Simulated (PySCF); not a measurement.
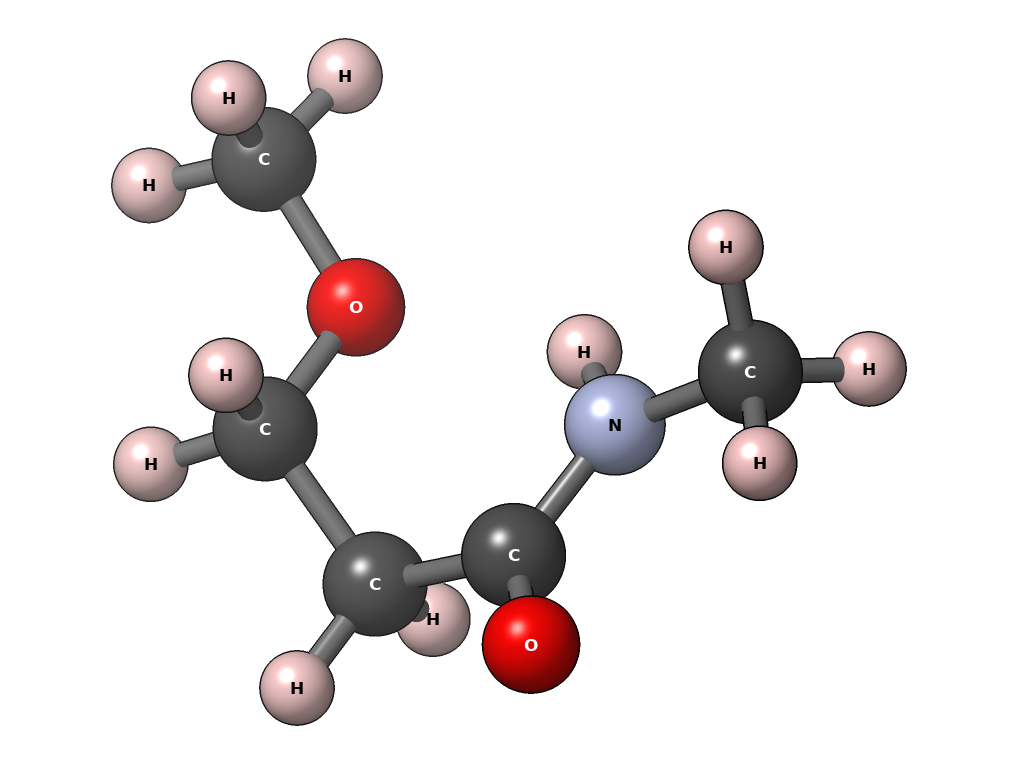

A ball-and-stick model of a molecule.

The geometry was computed by an optimisation with GFN2-xTB. No frequency run is at hand to confirm it as a minimum.

> Which formula does it have?

C5H11NO2, 19 atoms: 5 carbon, 11 hydrogen, 1 nitrogen and 2 oxygen.

> What is its SMILES?

CNC(=O)CCOC

> Describe its rings.

It has no ring.

> What is the point group of this geometry?

C1.

> Name functional groups in it.

Among them: ether, amide.

The parts below concern this one geometry. Atoms keep their numbers from picture to picture.

Charges

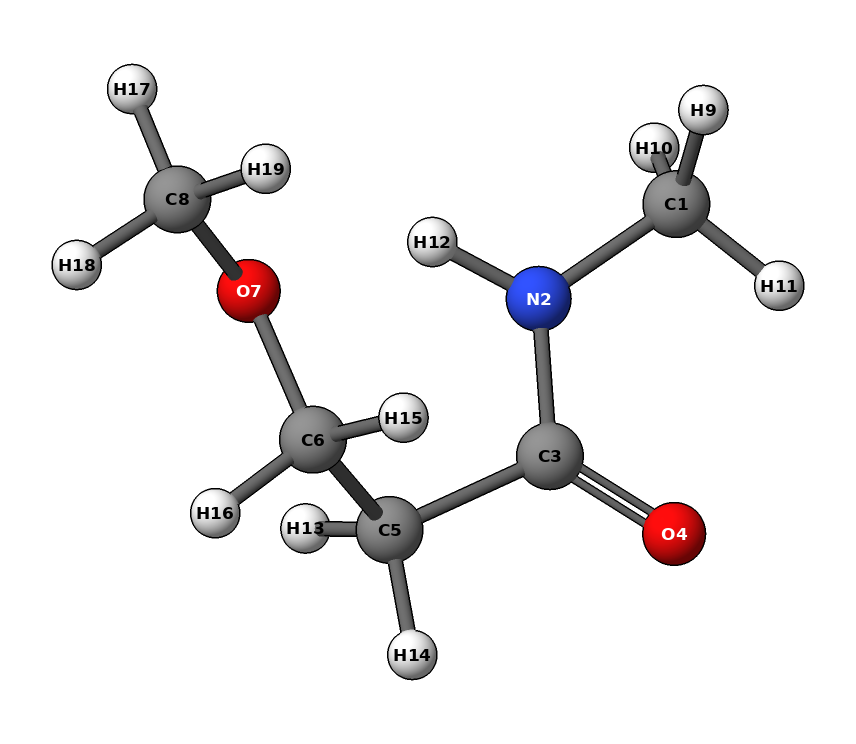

The questions are on Mulliken charges. No frequency run is at hand to confirm it as a minimum. Properties computed with PBE0/pcSseg-1, gas phase (PySCF 2.14.0).

> Which atom carries the highest charge (most positive or least negative)?

C3 (0.40 e).

> And the lowest?

O7 (−0.55 e).

Give the Mulliken charges atom by atom.

| atom | value (e) |
| --- | --- |
| C1 | −0.09 |
| N2 | −0.52 |
| C3 | 0.40 |
| O4 | −0.44 |
| C5 | −0.21 |
| C6 | 0.03 |
| O7 | −0.55 |
| C8 | −0.02 |
| H9 | 0.11 |
| H10 | 0.11 |
| H11 | 0.14 |
| H12 | 0.21 |
| H13 | 0.15 |
| H14 | 0.14 |
| H15 | 0.11 |
| H16 | 0.11 |
| H17 | 0.12 |
| H18 | 0.10 |
| H19 | 0.09 |

Electronic properties

No frequency run is at hand to confirm it as a minimum. Method: PBE0/def2-SVPD, gas phase (PySCF 2.14.0). Excitations: vertical, linear response.

What does the calculation give?

- dipole moment: 4.39 D
- HOMO energy (Kohn–Sham orbital): −7.10 eV
- LUMO energy (Kohn–Sham orbital): 0.38 eV
- HOMO–LUMO gap: 7.48 eV
- mean static polarisability: 78.5 bohr³
- lowest vertical singlet excitation: 5.79 eV
- its oscillator strength: 0.002
- brightest of the 6 lowest singlets: 7.20 eV
- its oscillator strength: 0.08

Quadrupole coupling

No frequency run is at hand to confirm it as a minimum. Electric field gradients from the ground-state density, PBE0/pcSseg-1 (PySCF 2.14.0), non-relativistic apart from any core potentials.

Give the largest field-gradient component, the quadrupole coupling constant and the asymmetry for 14N at N2 (Q = 20.44 mb), 17O at O4 (Q = −25.6 mb), 17O at O7 (Q = −25.6 mb), 2H at H9 (Q = 2.86 mb), 2H at H10 (Q = 2.86 mb).

| atom | V_zz (a.u.) | e²qQ/h (MHz) | η |
| --- | --- | --- | --- |
| N2 | −0.924 | −4.44 | 0.20 |
| O4 | −1.593 | 9.58 | 0.04 |
| O7 | −2.040 | 12.27 | 0.92 |
| H9 | 0.302 | 0.203 | 0.06 |
| H10 | 0.304 | 0.204 | 0.06 |

NMR shielding

The questions are on isotropic NMR shieldings of the H atoms. No frequency run is at hand to confirm it as a minimum. Properties computed with GIAO PBE0/pcSseg-1 NMR shielding, non-relativistic, gas phase (PySCF 2.14.0).

List the isotropic NMR shieldings of the H atoms.

```
atom  σ (ppm)
  H9    29.36
 H10    29.34
 H11    27.41
 H12    25.82
 H13    29.21
 H14    29.66
 H15    28.29
 H16    28.11
 H17    27.78
 H18    28.31
 H19    28.35
```

Mulliken values depend strongly on the basis set and can even reverse the polarity of a bond.
